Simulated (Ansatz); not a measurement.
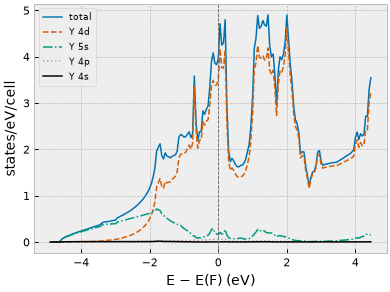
Figure: Total and projected density of states of Y (hcp (Mg type), P6_3/mmc), plane-wave PAW PBE (Ansatz code)

Task: Which orbitals carry the states next to the Fermi level?

Result: Within 0.5 eV of the Fermi level: Y 4d 89 %, outside the projected shells 5 %. Projections are on Löwdin-orthogonalised atomic valence shells; empty p or d shells of many metals are not among them.

The cell was relaxed with PBE under the symmetry of its start. No spin polarisation was allowed. Scalar-relativistic: spin–orbit coupling is off unless named, which matters more the heavier the elements.

Potentials: the earlier of the program's two PAW sets.
